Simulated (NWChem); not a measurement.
**C4H6O2 (methyl acrylate): levels of theory compared**

Aim: a comparison of 6 runs (HF/cc-pVDZ, HF/def2-SVP, M06-2X/def2-SVP, PBE0/6-31G**, PBE0/def2-SVP, MP2/def2-SVP) of C4H6O2 (methyl acrylate). 

The calculation is run with NWChem 7.3.0.

## (1) The system as given

The species is C4H6O2 (12 atoms), meant as a singlet with charge 0. SMILES: `C=CC(=O)OC`. The shape is that of a PBE0-D4/def2-TZVP optimisation. This is one conformer, not always the lowest.

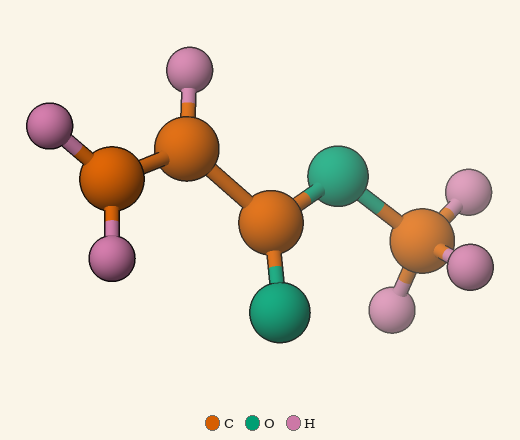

Viewed from a chosen angle; carbon orange, oxygen teal, hydrogen pink.

## (2) Energy and gradient at HF/cc-pVDZ (run 1)

Contents of run.py:

```python
from ase import Atoms
from ase.calculators.nwchem import NWChem

mol = Atoms(['C', 'C', 'C', 'O', 'O', 'C', 'H', 'H', 'H', 'H', 'H', 'H'], positions=[
    [-2.188400, 1.173500, 0.033200],
    [-0.898000, 1.068600, 0.317400],
    [-0.132300, -0.126500, -0.095900],
    [-0.573100, -1.071600, -0.696400],
    [1.147600, -0.025700, 0.290700],
    [1.973000, -1.129800, -0.060300],
    [-2.692500, 0.379400, -0.506600],
    [-2.765600, 2.041400, 0.327700],
    [-0.356100, 1.838200, 0.854600],
    [1.998300, -1.261200, -1.143100],
    [2.964900, -0.893300, 0.318300],
    [1.599100, -2.048400, 0.394500],
])

calc = NWChem(
    label='c4h6o2',
    theory='scf',
    memory='2200 mb',
    basis='cc-pVDZ',
    basispar='spherical bse',
    scf={'nopen': '0', 'rhf': None, 'thresh': '1e-08', 'maxiter': '80'},
)
mol.calc = calc

forces = mol.get_forces()
e = mol.get_potential_energy()
print(f"E = {e:.6f} eV")
print("forces (eV/A):")
for s, f in zip(mol.symbols, forces):
    print(f"{s:2s} {f[0]:10.5f} {f[1]:10.5f} {f[2]:10.5f}")
print("dipole (e A):", mol.get_dipole_moment().round(4))
```

Started as:

```
$ export ASE_NWCHEM_COMMAND="nwchem PREFIX.nwi > PREFIX.nwo"
$ python run.py
```

Output:

```text
E = -8291.432099 eV
forces (eV/A):
C     0.13452   -0.09493   -0.01291
C    -0.31630    0.24513    0.04237
C     0.26971   -1.01070   -0.44675
O     0.57840    1.21459    0.77457
O    -0.69240   -0.49653   -0.43678
C     0.02329    0.04726    0.03111
H     0.01234    0.08608    0.04710
H     0.02304   -0.03389   -0.01131
H    -0.03908   -0.09626   -0.05986
H     0.01836    0.04361    0.11297
H    -0.06407   -0.01491   -0.02376
H     0.05209    0.11056   -0.01676
dipole (e A): [0.1178 0.2623 0.1653]
```

The calculator wrote c4h6o2.nwi:

```
title "c4h6o2"

permanent_dir c4h6o2

scratch_dir c4h6o2

start c4h6o2

geometry units angstrom nocenter noautosym noautoz
  C  -2.1884000000000001e+00 1.1735000000000000e+00 3.3200000000000000e-02
  C  -8.9800000000000002e-01 1.0686000000000000e+00 3.1740000000000002e-01
  C  -1.3230000000000000e-01 -1.2650000000000000e-01 -9.5899999999999999e-02
  O  -5.7310000000000005e-01 -1.0716000000000001e+00 -6.9640000000000002e-01
  O  1.1476000000000000e+00 -2.5700000000000001e-02 2.9070000000000001e-01
  C  1.9730000000000001e+00 -1.1297999999999999e+00 -6.0299999999999999e-02
  H  -2.6924999999999999e+00 3.7940000000000002e-01 -5.0660000000000005e-01
  H  -2.7656000000000001e+00 2.0413999999999999e+00 3.2769999999999999e-01
  H  -3.5610000000000003e-01 1.8382000000000001e+00 8.5460000000000003e-01
  H  1.9983000000000000e+00 -1.2612000000000001e+00 -1.1431000000000000e+00
  H  2.9649000000000001e+00 -8.9329999999999998e-01 3.1830000000000003e-01
  H  1.5991000000000000e+00 -2.0484000000000000e+00 3.9450000000000002e-01
end

memory 2200 mb

basis spherical bse noprint
   * library cc-pVDZ
end

scf
  nopen 0
  rhf
  thresh 1e-08
  maxiter 80
end

task scf gradient
```

c4h6o2.nwo:

```text
Northwest Computational Chemistry Package (NWChem) 7.3.0
             --------------------------------------------------------

           Job information
           ---------------

    nwchem branch   = 7.3.0
    use scalapack   = T
    input           = c4h6o2.nwi
    prefix          = c4h6o2.
    data base       = c4h6o2/c4h6o2.db
    status          = startup
    nproc           =        1

           Memory information
           ------------------

[... 5 lines left out ...]
    hardfail = no
[... 137 lines left out ...]
         Quadratically convergent ROHF
[... 15 lines left out ...]
       Final RHF  results
[... 4 lines left out ...]
      Two-electron energy =    335.493241289197
[... 42 lines left out ...]
                       ROHF Final Molecular Orbital Analysis
[... 290 lines left out ...]
                 ----------------------------------------
                 |  Time  |  1-e(secs)   |  2-e(secs)   |
                 ----------------------------------------
                 |  CPU   |       0.02   |       8.41   |
                 ----------------------------------------
                 |  WALL  |       0.02   |       8.41   |
                 ----------------------------------------

 Task  times  cpu:       77.2s     wall:       77.2s
 Total times  cpu:       77.3s     wall:       77.3s
```

Wall time 79 s (1 thread of Intel Xeon Platinum 8259CL at 2.50GHz (Skylake/Cascade Lake), shared host); peak memory 0.1 GiB.

## (3) Energy and forces at HF/def2-SVP (run 2)

Contents of run.xyz:

```xyz
12
C4H6O2
C     -2.188400     1.173500     0.033200
C     -0.898000     1.068600     0.317400
C     -0.132300    -0.126500    -0.095900
O     -0.573100    -1.071600    -0.696400
O      1.147600    -0.025700     0.290700
C      1.973000    -1.129800    -0.060300
H     -2.692500     0.379400    -0.506600
H     -2.765600     2.041400     0.327700
H     -0.356100     1.838200     0.854600
H      1.998300    -1.261200    -1.143100
H      2.964900    -0.893300     0.318300
H      1.599100    -2.048400     0.394500
```

Contents of run.py:

```python
from ase.io import read
from ase.calculators.nwchem import NWChem

system = read('run.xyz')

calc = NWChem(
    label='run',
    theory='scf',
    memory='2200 mb',
    basis='def2-SVP',
    basispar='spherical bse',
    scf={'nopen': '0', 'rhf': None, 'thresh': '1e-08', 'maxiter': '80'},
)
system.calc = calc

forces = system.get_forces()
e = system.get_potential_energy()
print(f"E = {e:.6f} eV")
print("forces (eV/A):")
for s, f in zip(system.symbols, forces):
    print(f"{s:2s} {f[0]:10.5f} {f[1]:10.5f} {f[2]:10.5f}")
print("dipole (e A):", system.get_dipole_moment().round(4))
```

Started as:

```
$ export ASE_NWCHEM_COMMAND="nwchem PREFIX.nwi > PREFIX.nwo"
$ python run.py
```

Output:

```text
E = -8284.499064 eV
forces (eV/A):
C     0.13647   -0.05559    0.00782
C    -0.38664    0.19952    0.00051
C     0.33728   -1.12630   -0.48841
O     0.75076    1.50003    0.96622
O    -0.83165   -0.86338   -0.66160
C    -0.00566    0.26930    0.13755
H    -0.00473    0.08747    0.04335
H     0.01702   -0.03841   -0.01522
H    -0.03234   -0.08752   -0.05358
H     0.02268    0.04253    0.13704
H    -0.06880   -0.05523   -0.04561
H     0.06561    0.12758   -0.02808
dipole (e A): [0.1142 0.2616 0.1641]
```

The calculator wrote run.nwi:

```
title "run"

permanent_dir run

scratch_dir run

start run

geometry units angstrom nocenter noautosym noautoz
  C  -2.1884000000000001e+00 1.1735000000000000e+00 3.3200000000000000e-02
  C  -8.9800000000000002e-01 1.0686000000000000e+00 3.1740000000000002e-01
  C  -1.3230000000000000e-01 -1.2650000000000000e-01 -9.5899999999999999e-02
  O  -5.7310000000000005e-01 -1.0716000000000001e+00 -6.9640000000000002e-01
  O  1.1476000000000000e+00 -2.5700000000000001e-02 2.9070000000000001e-01
  C  1.9730000000000001e+00 -1.1297999999999999e+00 -6.0299999999999999e-02
  H  -2.6924999999999999e+00 3.7940000000000002e-01 -5.0660000000000005e-01
  H  -2.7656000000000001e+00 2.0413999999999999e+00 3.2769999999999999e-01
  H  -3.5610000000000003e-01 1.8382000000000001e+00 8.5460000000000003e-01
  H  1.9983000000000000e+00 -1.2612000000000001e+00 -1.1431000000000000e+00
  H  2.9649000000000001e+00 -8.9329999999999998e-01 3.1830000000000003e-01
  H  1.5991000000000000e+00 -2.0484000000000000e+00 3.9450000000000002e-01
end

memory 2200 mb

basis spherical bse noprint
   * library def2-SVP
end

scf
  nopen 0
  rhf
  thresh 1e-08
  maxiter 80
end

task scf gradient
```

run.nwo:

```text
Northwest Computational Chemistry Package (NWChem) 7.3.0
             --------------------------------------------------------

           Job information
           ---------------

    nwchem branch   = 7.3.0
    use scalapack   = T
    input           = run.nwi
    prefix          = run.
    data base       = run/run.db
    status          = startup
    nproc           =        1

           Memory information
           ------------------

[... 5 lines left out ...]
    hardfail = no
[... 137 lines left out ...]
         Quadratically convergent ROHF
[... 15 lines left out ...]
       Final RHF  results
[... 4 lines left out ...]
      Two-electron energy =    335.253890679750
[... 42 lines left out ...]
                       ROHF Final Molecular Orbital Analysis
[... 291 lines left out ...]
                 ----------------------------------------
                 |  Time  |  1-e(secs)   |  2-e(secs)   |
                 ----------------------------------------
                 |  CPU   |       0.02   |       4.63   |
                 ----------------------------------------
                 |  WALL  |       0.02   |       4.63   |
                 ----------------------------------------

 Task  times  cpu:       36.1s     wall:       36.1s
 Total times  cpu:       36.2s     wall:       36.2s
```

Run time: 38 s. Hardware: 1 thread of Intel Xeon Platinum 8259CL at 2.50GHz (Skylake/Cascade Lake), shared host; peak memory 0.1 GiB.

Run 3 isn't shown in full; the table further down has it.

## (4) Energy and forces at PBE0/6-31G(d,p) (spherical functions) (run 4)

Contents of input.xyz:

```xyz
12
C4H6O2 PBE0
C     -2.188400     1.173500     0.033200
C     -0.898000     1.068600     0.317400
C     -0.132300    -0.126500    -0.095900
O     -0.573100    -1.071600    -0.696400
O      1.147600    -0.025700     0.290700
C      1.973000    -1.129800    -0.060300
H     -2.692500     0.379400    -0.506600
H     -2.765600     2.041400     0.327700
H     -0.356100     1.838200     0.854600
H      1.998300    -1.261200    -1.143100
H      2.964900    -0.893300     0.318300
H      1.599100    -2.048400     0.394500
```

Contents of run.py:

```python
from ase.io import read
from ase.calculators.nwchem import NWChem

atoms = read('input.xyz')

calc = NWChem(
    label='input',
    theory='dft',
    memory='2200 mb',
    basis='6-31G**',
    basispar='spherical bse',
    dft={'xc': 'pbe0', 'mult': '1', 'grid': 'fine', 'convergence': 'energy 1e-08', 'iterations': '100', 'mulliken': None},
)
atoms.calc = calc

forces = atoms.get_forces()
print(f"energy = {atoms.get_potential_energy():.6f} eV")
print("forces (eV/A):")
for s, f in zip(atoms.symbols, forces):
    print(f"{s:2s} {f[0]:10.5f} {f[1]:10.5f} {f[2]:10.5f}")
print("dipole (e A):", atoms.get_dipole_moment().round(4))
```

Started as:

```
$ export ASE_NWCHEM_COMMAND="nwchem PREFIX.nwi > PREFIX.nwo"
$ python run.py
```

Output:

```text
energy = -8329.989607 eV
forces (eV/A):
C    -0.29881    0.02216   -0.06639
C     0.30128    0.02761    0.09251
C     0.11519    0.38664    0.22991
O    -0.27357   -0.54883   -0.35373
O     0.20240    0.11395    0.11097
C    -0.05204    0.02977    0.00252
H    -0.03389   -0.05497   -0.03738
H    -0.05584    0.05348    0.01291
H     0.04345    0.05620    0.04011
H     0.00406   -0.02695   -0.07394
H     0.06700    0.01394    0.02499
H    -0.01923   -0.07302    0.01764
dipole (e A): [0.1563 0.2166 0.152 ]
```

The calculator wrote input.nwi:

```
title "input"

permanent_dir input

scratch_dir input

start input

geometry units angstrom nocenter noautosym noautoz
  C  -2.1884000000000001e+00 1.1735000000000000e+00 3.3200000000000000e-02
  C  -8.9800000000000002e-01 1.0686000000000000e+00 3.1740000000000002e-01
  C  -1.3230000000000000e-01 -1.2650000000000000e-01 -9.5899999999999999e-02
  O  -5.7310000000000005e-01 -1.0716000000000001e+00 -6.9640000000000002e-01
  O  1.1476000000000000e+00 -2.5700000000000001e-02 2.9070000000000001e-01
  C  1.9730000000000001e+00 -1.1297999999999999e+00 -6.0299999999999999e-02
  H  -2.6924999999999999e+00 3.7940000000000002e-01 -5.0660000000000005e-01
  H  -2.7656000000000001e+00 2.0413999999999999e+00 3.2769999999999999e-01
  H  -3.5610000000000003e-01 1.8382000000000001e+00 8.5460000000000003e-01
  H  1.9983000000000000e+00 -1.2612000000000001e+00 -1.1431000000000000e+00
  H  2.9649000000000001e+00 -8.9329999999999998e-01 3.1830000000000003e-01
  H  1.5991000000000000e+00 -2.0484000000000000e+00 3.9450000000000002e-01
end

memory 2200 mb

basis spherical bse noprint
   * library 6-31G**
end

dft
  xc pbe0
  mult 1
  grid fine
  convergence energy 1e-08
  iterations 100
  mulliken
end

task dft gradient
```

input.nwo:

```text
Northwest Computational Chemistry Package (NWChem) 7.3.0
             --------------------------------------------------------

           Job information
           ---------------

    nwchem branch   = 7.3.0
    use scalapack   = T
    input           = input.nwi
    prefix          = input.
    data base       = input/input.db
    status          = startup
    nproc           =        1

           Memory information
           ------------------

[... 5 lines left out ...]
    hardfail = no
[... 108 lines left out ...]
  convergence criterion.
[... 41 lines left out ...]
          Spatial weights used:  Erf1
[... 32 lines left out ...]
 1-e energy   =    -865.480623
[... 44 lines left out ...]
           Coulomb energy =      375.550033967992
[... 868 lines left out ...]
          Convergence on density requested:  1.00D-05
[... 27 lines left out ...]
          total energy or number of iterations.
[... 36 lines left out ...]
                 ----------------------------------------
                 |  Time  |  1-e(secs)   |  2-e(secs)   |
                 ----------------------------------------
                 |  CPU   |       0.02   |       4.75   |
                 ----------------------------------------
                 |  WALL  |       0.02   |       4.75   |
                 ----------------------------------------

 Task  times  cpu:       48.0s     wall:       48.0s
 Total times  cpu:       48.0s     wall:       48.0s
```

It took 50 s on 1 thread of Intel Xeon Platinum 8259CL at 2.50GHz (Skylake/Cascade Lake), shared host; peak memory 0.12 GiB.

Run 5 isn't shown in full; the table further down has it.

## (5) Energy and forces at MP2/def2-SVP (run 6)

Contents of work.nw:

```
start work
title "C4H6O2 gradient"
memory 2200 mb
charge 0

geometry units au noautosym nocenter noautoz
  C   -4.13547665   2.21759361   0.06273891
  C   -1.69697406   2.01936134   0.59979907
  C   -0.25001077  -0.23905035  -0.18122474
  O   -1.08300204  -2.02503052  -1.31600527
  O    2.16864970  -0.04856596   0.54934338
  C    3.72842964  -2.13501258  -0.11395049
  H   -5.08808759   0.71696209  -0.95733525
  H   -5.22622657   3.85768691   0.61926325
  H   -0.67293147   3.47369456   1.61495995
  H    3.77623971  -2.38332259  -2.16014593
  H    5.60284899  -1.68809235   0.60149983
  H    3.02186105  -3.87091499   0.74549696
end

basis spherical bse
  C library def2-SVP
  O library def2-SVP
  H library def2-SVP
end

scf
  thresh 1e-08
  maxiter 80
  noprint "final vectors analysis"
end

mp2
  freeze core 6
  tight
end

task mp2 gradient
```

Started as:

```
$ nwchem work.nw > work.out
```

Output:

```text
[...]
  functions       =   114
[...]
  wavefunction    = RHF
[...]
         Total SCF energy =   -304.449727651790
      One-electron energy =   -868.494399602687
      Two-electron energy =    335.253874806436
 Nuclear repulsion energy =    228.790797144461
        Time for solution =     31.1s
[...]
          Total MP2 energy          -305.340479600207
[...]
                         mp2 ENERGY GRADIENTS
    atom               coordinates                        gradient
                 x          y          z           x          y          z
   1 C      -4.135477   2.217594   0.062739    0.014793  -0.001569   0.003062
   2 C      -1.696974   2.019361   0.599799   -0.013707   0.000264  -0.003446
   3 C      -0.250011  -0.239050  -0.181225   -0.003712  -0.006072  -0.004112
   4 O      -1.083002  -2.025031  -1.316005    0.006487   0.012771   0.008258
   5 O       2.168650  -0.048566   0.549343   -0.005455  -0.002985  -0.002946
   6 C       3.728430  -2.135013  -0.113950    0.002222  -0.002607  -0.000778
   7 H      -5.088088   0.716962  -0.957335    0.002460   0.004220   0.002817
   8 H      -5.226227   3.857687   0.619263    0.003063  -0.004639  -0.001582
   9 H      -0.672931   3.473695   1.614960   -0.002673  -0.004039  -0.002772
  10 H       3.776240  -2.383323  -2.160146   -0.000416   0.001036   0.004663
  11 H       5.602849  -1.688092   0.601500   -0.004292  -0.000662  -0.001462
[...]
```

It took 79 s on 1 thread of Intel Xeon Platinum 8259CL at 2.50GHz (Skylake/Cascade Lake), shared host; peak memory 0.6 GiB.

## (6) All runs side by side

| run | level | iteration cap | module | energy (Eh) | dipole moment (D) | HOMO energy (eV) | LUMO energy (eV) | wall time |
| --- | --- | --- | --- | --- | --- | --- | --- | --- |
| 1 | HF/cc-pVDZ | 80 | scf | -304.704512 | 1.59 | -10.69 | 2.87 | 79 s |
| 2 | HF/def2-SVP | 80 | scf | -304.449728 | 1.58 | -10.79 | 2.75 | 38 s |
| 3 | M06-2X/def2-SVP | 100 | dft | -306.102759 | 1.43 | -9.45 | -0.21 | 58 s |
| 4 | PBE0/6-31G** (spherical functions) | 100 | dft | -306.121474 | 1.48 | -7.77 | -0.97 | 50 s |
| 5 | PBE0/def2-SVP | 100 | dft | -305.893530 | 1.46 | -7.96 | -1.18 | 45 s |
| 6 | MP2/def2-SVP | 80 | mp2 | -305.340480 | 1.35 | – | – | 79 s |

## (7) Outcome

| quantity | value |
| --- | --- |
| run 6: total energy | -305.34048 Eh |
| run 6: dipole moment (of the density that the program reports) | 1.35 D |
| run 6: correlation energy (6 core orbitals frozen) | -890.8 mEh |
| run 6: largest force on an atom | 0.850 eV/Å |

The dipole moment (its size) runs from 1.35 D (MP2/def2-SVP) to 1.59 D (HF/cc-pVDZ). The two ends differ in method and basis. Over runs 1, 2, 3, 4, 5 the HOMO–LUMO gap runs from 6.78 eV (PBE0/def2-SVP) to 13.56 eV (HF/cc-pVDZ). Totals of different functionals can't be ranked against each other. All runs together took 5.8 min, the longest 79 s.
